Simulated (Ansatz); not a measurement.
Ligand exchange: BrF + Si(CH3)(SiH3)2F → SiH3Br + Si(CH3)(SiH3)F2

Species: BrF (bromine fluoride), singlet; Si(CH3)(SiH3)2F, singlet; SiH3Br `[SiH3]Br`, singlet; Si(CH3)(SiH3)F2, singlet. The partners trade F for SiH3: Br–F and Si–SiH3 bonds give way to Br–SiH3 and Si–F.

Shapes, held fixed at every level: PBE0-D4/def2-TZVP. Programs: Ansatz 0.2.0. Electronic energies: no zero-point or thermal term.

```
               level                    kind  ΔE (kJ/mol)  less CCSD(T)/def2-TZVPP
       HF/def2-TZVPP            Hartree–Fock       -535.9                    -44.6
   PBE-D4/def2-TZVPP                     GGA       -444.7                    +46.6
r2SCAN-D4/def2-TZVPP                meta-GGA       -485.6                     +5.7
 B3LYP-D4/def2-TZVPP           global hybrid       -471.8                    +19.5
  wB97X-V/def2-TZVPP  range-separated hybrid       -480.1                    +11.2
   B2PLYP/def2-TZVPP           double hybrid       -492.4                     -1.1
      MP2/def2-TZVPP     perturbation theory       -516.0                    -24.7
  CCSD(T)/def2-TZVPP   coupled cluster or CI       -491.3                      0.0
```

The highest level, CCSD(T)/def2-TZVPP, gives ΔE = -491.3 kJ/mol; the levels span -535.9 to -444.7. The column of differences is taken from that level and isn't an error. No measured value is set beside it here. Relativity is left out for Br. Outer-core shells of Br are correlated, in sets that cover them unevenly.

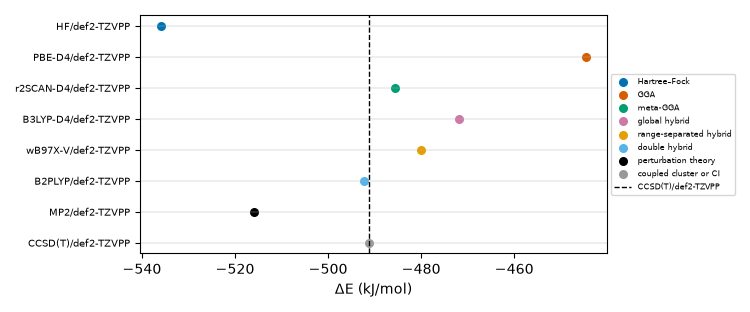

The values of the table, level by level.
